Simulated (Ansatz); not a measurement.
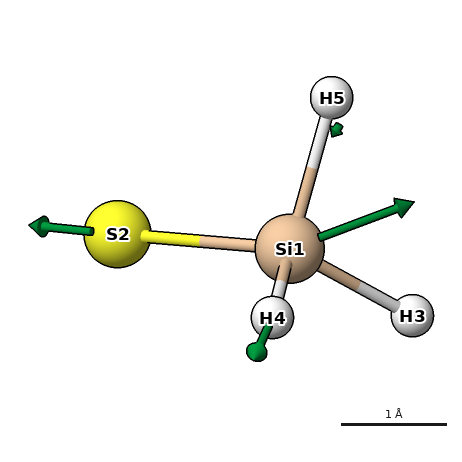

Arrows show the forces on the atoms, 0.6 Å of arrow for 1 eV/Å; forces under a tenth of the largest aren't drawn. Charge 0, doublet. Level of theory: PBE-D4/def2-TZVPP (Ansatz 0.2.0).

On which atom is the force largest, and how large is it?

Answer. On Si1: 1.68 eV/Å.

Which bond do the forces act along most?

Answer. Si1–S2, now 2.044 Å: the forces push its atoms apart, so a first step downhill lengthens it.

List the force components in the frame of the picture (x right, y up, z towards the viewer), in eV/Å.

```
atom     Fx     Fy     Fz
 Si1   1.54   0.58  −0.33
  S2  −1.03   0.11  −0.69
  H3  −0.14   0.07   0.04
  H4  −0.25  −0.55   1.07
  H5  −0.13  −0.21  −0.08
```
